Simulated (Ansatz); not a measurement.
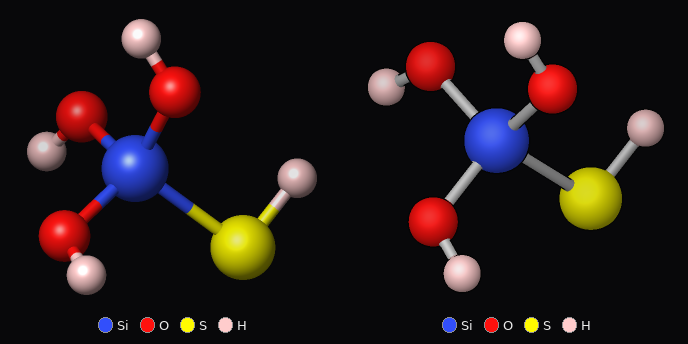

Both panels show the same species.

**Count the atoms of each element.**

H4O3SSi, 9 atoms: 4 hydrogen, 3 oxygen, 1 sulfur and 1 silicon.

**Give the symmetry (Schoenflies symbol).**

C1.

**How many bonds of each kind are drawn?**

3 O–Si, 3 O–H, 1 S–H, 1 S–Si. Sticks follow a distance rule.

**How many atoms are distinct by symmetry?**

9: 1 Si, 1 O, 1 S, 1 H, 1 O, 1 O, 1 H, 1 H, 1 H.

The parts below concern this one geometry. Atoms keep their numbers from picture to picture. Computed geometry: PBE0-D4/def2-TZVP optimisation.

**Vibrations**

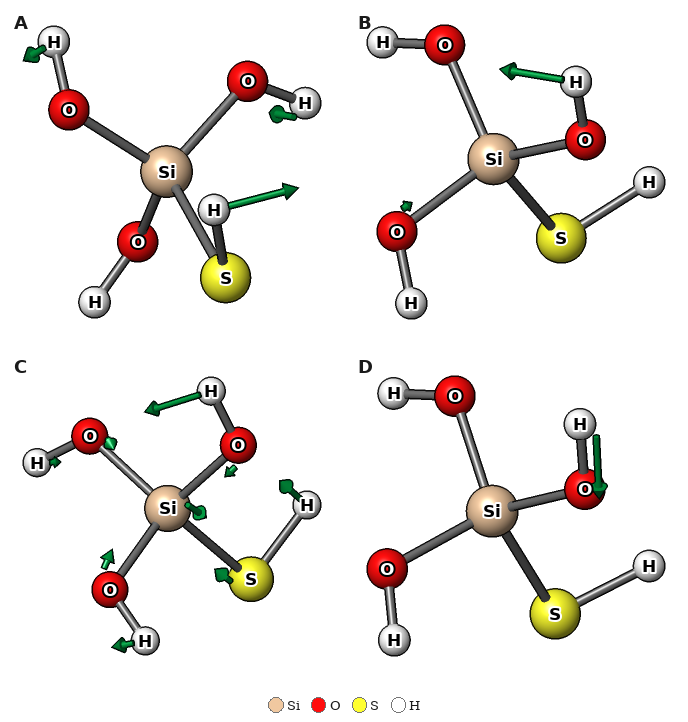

4 normal modes of one molecule or complex, as arrows. Harmonic vibrations computed with RKS PBE0-D4/def2-TZVP (Ansatz 0.2.0) at a stationary point of the same level.

**Match the panels to the wavenumbers 216 cm⁻¹, 531 cm⁻¹, 874 cm⁻¹, 3905 cm⁻¹.**

A: 216 cm⁻¹, a torsion or out-of-plane motion in which bond lengths and bond angles hardly change
B: 874 cm⁻¹
C: 531 cm⁻¹
D: 3905 cm⁻¹, O–H stretching

**Dipole moment**

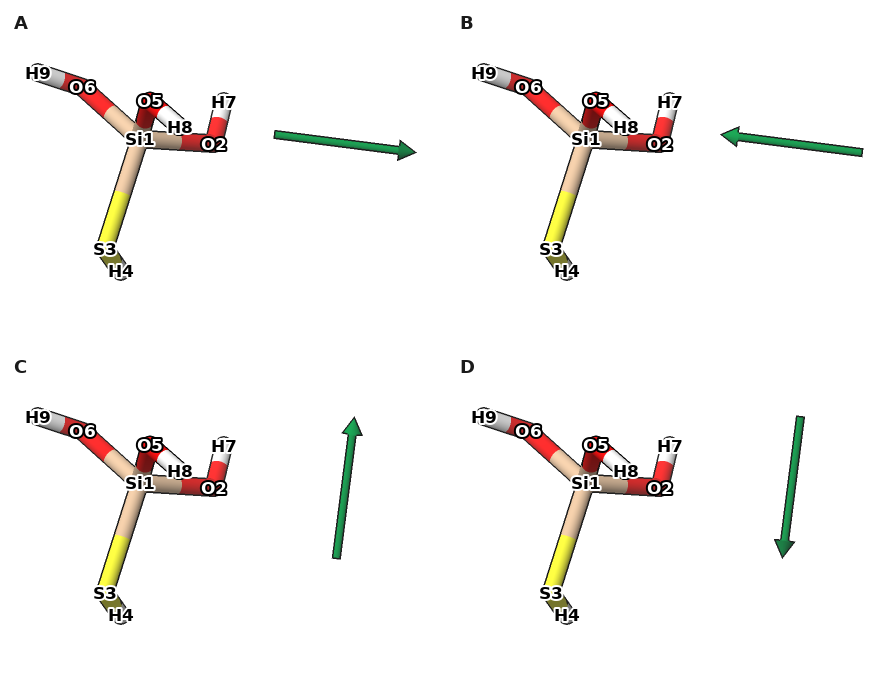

The same molecule four times, each with an arrow. Properties computed with RKS PBE0-D4/def2-TZVP (Ansatz 0.2.0).

**Which arrow points along the dipole moment, from the negative to the positive end?**

C. The dipole moment is 0.78 D; it points from the side of H4 to the side of H9 (the outermost atoms at the two ends).

**Charges**

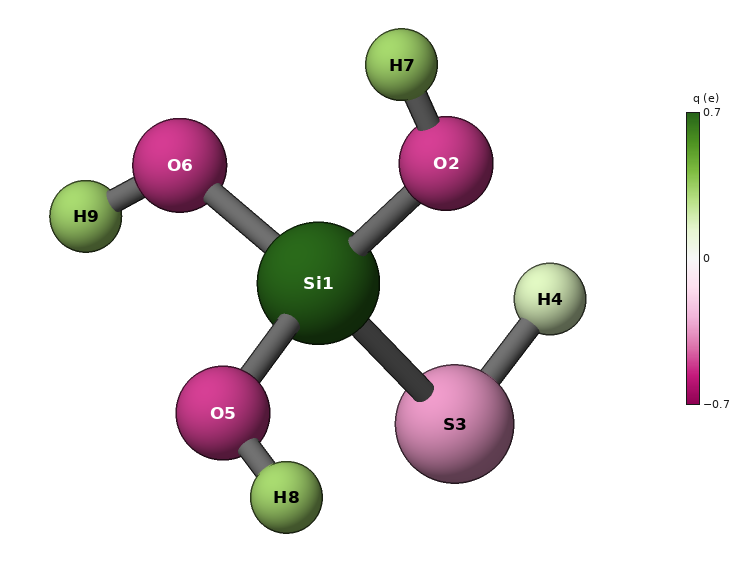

Atoms are coloured by their Mulliken charges. Level of theory: RKS PBE0-D4/def2-TZVP (Ansatz 0.2.0).

**Which atom carries the highest charge (most positive or least negative)?**

Si1 (0.69 e).

**And the lowest?**

O2, O5, O6 (−0.51 e).

Give the Mulliken charges atom by atom.

| atom | value (e) |
| --- | --- |
| Si1 | 0.69 |
| O2 | −0.51 |
| S3 | −0.35 |
| H4 | 0.18 |
| O5 | −0.51 |
| O6 | −0.51 |
| H7 | 0.34 |
| H8 | 0.33 |
| H9 | 0.33 |

Mulliken values depend strongly on the basis set and can even reverse the polarity of a bond.
